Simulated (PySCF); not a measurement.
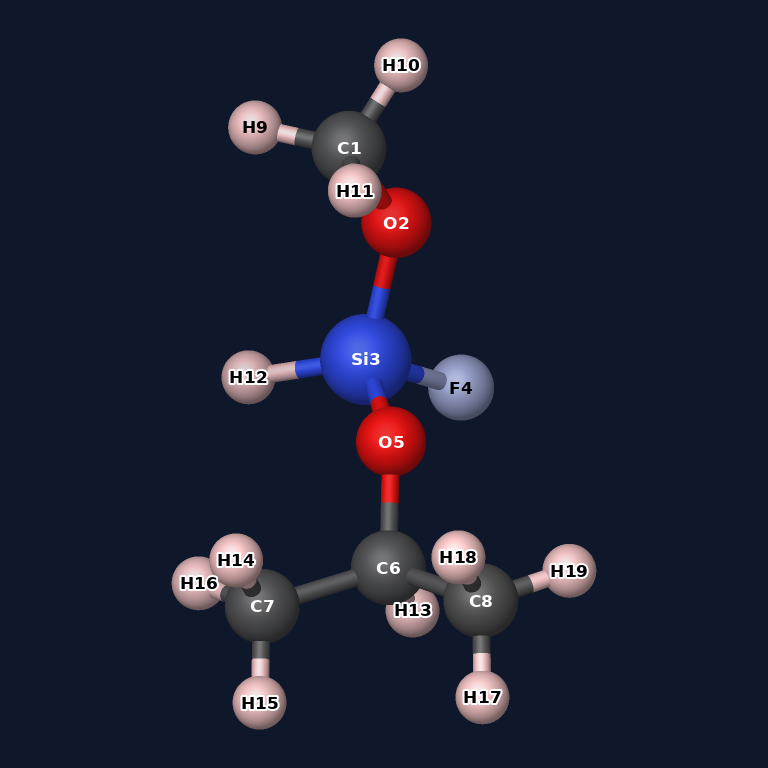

Computed geometry: GFN2-xTB optimisation. No frequency run is at hand to confirm it as a minimum. Electric field gradients from the ground-state density, PBE0/pcSseg-1 (PySCF 2.14.0), non-relativistic apart from any core potentials.

Give the largest field-gradient component, the quadrupole coupling constant and the asymmetry for 17O at O2 (Q = −25.6 mb), 17O at O5 (Q = −25.6 mb), 2H at H9 (Q = 2.86 mb), 2H at H10 (Q = 2.86 mb).

```
atom  V_zz (a.u.)  e²qQ/h (MHz)     η
  O2        1.727        −10.39  0.37
  O5        1.642         −9.87  0.31
  H9        0.297         0.200  0.08
 H10        0.301         0.202  0.07
```

The geometry is semi-empirical. Around Si such bond lengths and angles can be off by a tenth of an ångström or more and by several degrees, and values that hang on the shape move with them.
